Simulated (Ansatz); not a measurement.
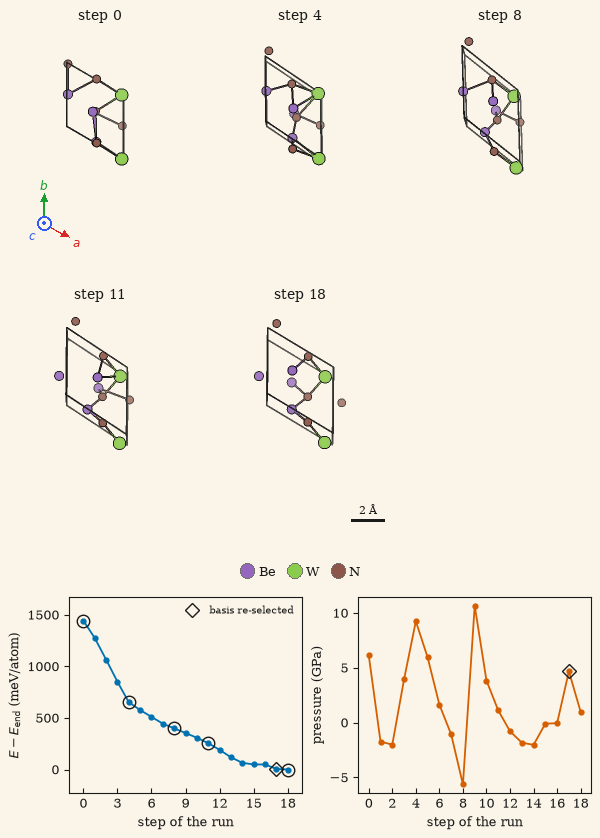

Frames of a relaxation of a crystal of Be3WN4 (a generated structure, set up in P1) (coarse preliminary run), marked on the history of the run. The picture is a ball-and-stick view of the cell of the calculation, seen along the c axis.

Level of theory: DFT PBE, scalar-relativistic, plane waves, PAW (Ansatz 0.2.0). Settings: plane-wave cutoff 420 eV; k-point mesh 6 × 6 × 6; occupations gaussian; smearing width 0.2 eV; no spin polarisation; cell and atoms relaxed; force threshold 0.025 eV/Å; at most 60 steps.

What happens along the run?

The run was cut off at its time limit before the relaxation converged, so the last structure is only a point on the way. The energy falls by 1444 meV per atom in 17 accepted moves (18 points after the start). Largest force component: 3 eV/Å at the start, 0.015 eV/Å at the end. Pressure: 6.14 GPa at the start and 0.99 GPa at the end. At 1 point the geometry stayed and the basis and grid were re-selected for the new cell (energy shift of 43.4 meV per atom at most each time). The largest moves relative to the cell, 0.95 Å, are those of Be and N atoms. Largest moves by element: N 0.95 Å, Be 0.95 Å, W 0.80 Å. Cell: a 4.353 → 5.075 Å (+16.6 %), b 4.275 → 4.173 Å (−2.4 %), c 4.341 → 4.172 Å (−3.9 %), α 110.9° → 90.2°, β 109.6° → 114.2°, γ 108.9° → 114.2°. Volume +17.2 %. Among the contacts that change: Be–N 2.051 → 3.488 Å, Be–N 2.101 → 3.466 Å, Be–N 2.037 → 3.395 Å, N–W 2.117 → 3.440 Å. New bonds form: Be–N (2.22 → 1.78 Å), Be–N (2.28 → 1.78 Å). Bonds break: Be–N (2.04 → 3.40 Å), Be–N (2.05 → 3.49 Å), N–W (2.12 → 3.44 Å), N–W (2.21 → 3.37 Å). Bond angles that change, for instance: Be–N–Be 72.5° → 111.7°, Be–N–W 69.3° → 107.1°, N–Be–N 70.9° → 108.2°. The space group (tolerance 0.01 Å) goes from P1 (No. 1) to Fmm2 (No. 42). The run took 7.3 min on 1 thread of Arm Neoverse V1, with other jobs on the host, peak memory 0.45 GiB. From step 0 to 4: an N atom moves most (0.64 Å), volume +0.4 %, energy −792 meV per atom. From step 4 to 8: a Be atom moves most (0.69 Å), volume +16.2 %, energy −253 meV per atom. From step 8 to 11: a Be atom moves most (0.51 Å), volume +0.3 %, energy −144 meV per atom. From step 11 to 18: a Be atom moves most (0.77 Å), volume +0.2 %, energy −255 meV per atom.

| step | E − E(0), meV/atom | largest force component, eV/Å | pressure, GPa | volume, Å³/atom | note |
| --- | --- | --- | --- | --- | --- |
| 0 | 0.00 | 3.0108 | 6.14 | 7.677 |  |
| 1 | -168.41 | 2.6077 | -1.73 | 7.794 |  |
| 2 | -377.36 | 3.5828 | -2.01 | 7.764 |  |
| 3 | -592.04 | 2.3609 | 3.95 | 7.688 |  |
| 4 | -791.90 | 1.2931 | 9.24 | 7.711 |  |
| 5 | -867.09 | 0.8911 | 5.95 | 8.002 |  |
| 6 | -933.70 | 1.3184 | 1.63 | 8.383 |  |
| 7 | -999.49 | 2.3772 | -1.07 | 8.711 |  |
| 8 | -1045.09 | 2.1490 | -5.63 | 8.956 |  |
| 9 | -1090.35 | 2.0879 | 10.66 | 8.639 |  |
| 10 | -1136.15 | 2.1061 | 3.83 | 8.871 |  |
| 11 | -1188.87 | 1.4846 | 1.11 | 8.981 |  |
| 12 | -1253.66 | 0.9720 | -0.79 | 9.074 |  |
| 13 | -1325.81 | 0.8896 | -1.83 | 9.068 |  |
| 14 | -1379.31 | 0.5591 | -2.03 | 8.922 |  |
| 15 | -1394.72 | 0.0766 | -0.10 | 8.837 |  |
| 16 | -1394.91 | 0.0110 | -0.05 | 8.829 |  |
| 17 | -1438.27 | 0.0273 | 4.67 | 8.829 | same geometry, new basis |
| 18 | -1443.79 | 0.0146 | 0.99 | 8.997 |  |
